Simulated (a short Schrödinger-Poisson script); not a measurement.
Stack: gated Al0.33Ga0.67N/GaN polarisation-induced gas, at 300 K.

```csv
layer,material,thickness (nm),Na (cm⁻³)
1,Al0.33Ga0.67N,25,-
2,GaN,6000,5e15
```

Constants are typed, rounded textbook-type inputs, not results; the design itself was drawn at random and stands for no fabricated device. Al0.33Ga0.67N: permittivity 9.3, conduction-band edge (eV) 0.462, gap (eV) 4.09, electron mass (mₑ) 0.24, Nv at 300 K (cm⁻³) 4.6e19. GaN: permittivity 9.5, conduction-band edge (eV) 0, gap (eV) 3.43, Nv at 300 K (cm⁻³) 4.6e19.

Channel valleys (confinement mass, in-plane density-of-states mass, number): Γ 0.2, 0.2, 1. At the gate the conduction-band edge of layer 1 lies 1.47 eV − eVg above the Fermi level of the channel; the field vanishes at the back. Sheet of polarisation charge: +1.6e13 e/cm² at 25 nm from the gate. The barrier under the gate holds no holes. Gaps are held at their typed values at every temperature. Mesh 0.08 nm at interfaces.

From a short Schrödinger-Poisson script (our own, NumPy): 1D Poisson equation in equilibrium, electrons quantum, Hartree (BenDaniel-Duke, 40 states a valley, the channel's in-plane mass for all, wave functions free to enter the barrier), parabolic valleys, classical holes, full ionisation, no traps, pinning or gate leakage.

Only gate voltages with over 1e8 electrons/cm² are shown.

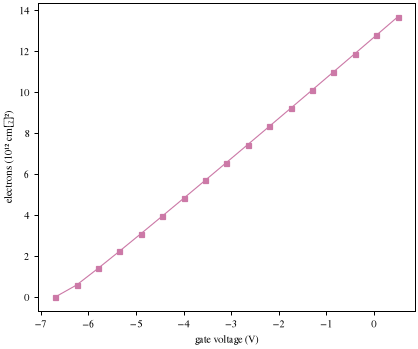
*Sheet density against gate voltage*

```csv
Vg (V),electrons (cm⁻²),in the channel layer,C (μF/cm²),Γ E0 (meV),Γ E1 (meV)
0.5,1.37e13,1.23e13,0.320,-143.3,2.2
-0.4,1.19e13,1.09e13,0.318,-125.4,9.2
-1.3,1.01e13,9.44e12,0.317,-106.9,16.2
-2.2,8.34e12,7.90e12,0.315,-87.9,23.4
-3.1,6.57e12,6.31e12,0.313,-68.2,31.0
-4,4.82e12,4.68e12,0.310,-47.3,39.4
-4.9,3.09e12,3.03e12,0.306,-23.6,49.6
-5.8,1.40e12,1.38e12,0.295,8.2,66.0
-6.7,4.15e9,4.14e9,0.0325,168.9,207.7
```

Subbands count from the Fermi level.
